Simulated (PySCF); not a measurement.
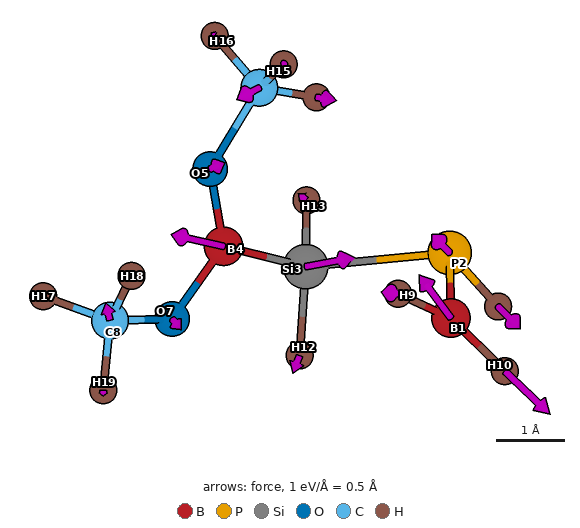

Starting geometry of C₂H₁₁B₂O₂PSi with the computed forces as purple arrows. The picture is a ball-and-stick view, seen at a tilt.

The start comes from GFN2-xTB. Its atoms were then displaced at random by about 0.01 Å.

Theory: PySCF, PBE0-D3(BJ)/def2-SVP geometry optimisation, gas phase. 

What follows when this structure is relaxed?

Answer. It isn't relaxed: the largest force vector, on a B atom, is 2.15 eV/Å. The final displacements have little in common with the starting forces (cosine between the two patterns 0.16). The energy falls by 27.9 kJ/mol in 8 geometry steps. An H atom moves most after the best rigid fit: 0.37 Å. By element the largest moves are H 0.37 Å, C 0.07 Å, Si 0.06 Å, B 0.06 Å, O 0.06 Å, P 0.04 Å. Near-neighbour distances that change, for instance: B–Si 1.941 → 2.041 Å, B–H 1.137 → 1.206 Å, H–P 1.368 → 1.418 Å, H–Si 1.465 → 1.494 Å. Among the angles between lasting bonds that change: P–Si–H 101.2° → 106.8°, B–P–H 103.3° → 108.8°, B–Si–H 118.8° → 113.4°.
